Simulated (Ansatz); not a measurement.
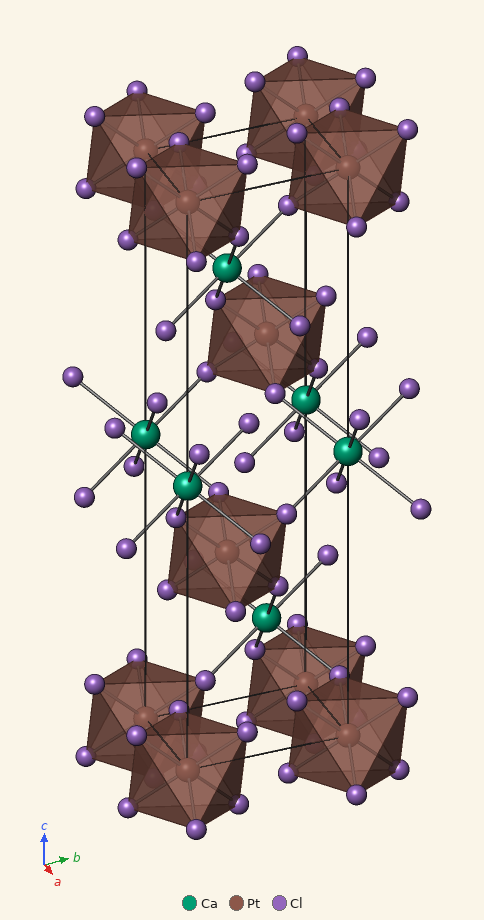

A polyhedral rendering, viewed slightly off an axis. The frame is the conventional unit cell; atoms at its boundary are shown with their periodic copies. A few atoms beyond the faces are included.

CaPtCl6, space group R-3 (No. 148), a = 6.374 Å, b = 6.374 Å, c = 17.483 Å, α = 90.00°, β = 90.00°, γ = 120.00°. Starting structure: a structure type filled with these elements by a generator (whether the compound takes this form wasn't checked). Earlier steps of the study may have refined or changed the cell and positions. An electronic-structure calculation with Ansatz was run on it.

This one geometry was computed with Ansatz (DFT, plane waves, PAW) at three levels of theory: r2SCAN, PBE and LDA.

Which level gives the highest pressure at this volume, and what does that say about its equilibrium volume?

Highest: PBE (0.0 GPa), which points to the largest equilibrium volume. Lowest, with the smallest volume: LDA (-4.6 GPa). Levels within 0.5 GPa of each other can't be told apart.

How does the band gap change with the level of theory?

LDA: a gap of 1.55 eV, indirect; PBE: a gap of 1.67 eV, indirect; r2SCAN: a gap of 1.96 eV, indirect.

Collect the results in a table.

| level | cutoff (eV) | k-mesh of the run's cell | gap (eV) | pressure (GPa) |
| --- | --- | --- | --- | --- |
| r2SCAN | 500 | 6×6×6 | 1.96 | -1.4 |
| PBE | 420 | 6×6×6 | 1.67 | 0.0 |
| LDA | 420 | 6×6×6 | 1.55 | -4.6 |

Gaps are taken on the k-mesh or band path of each run.
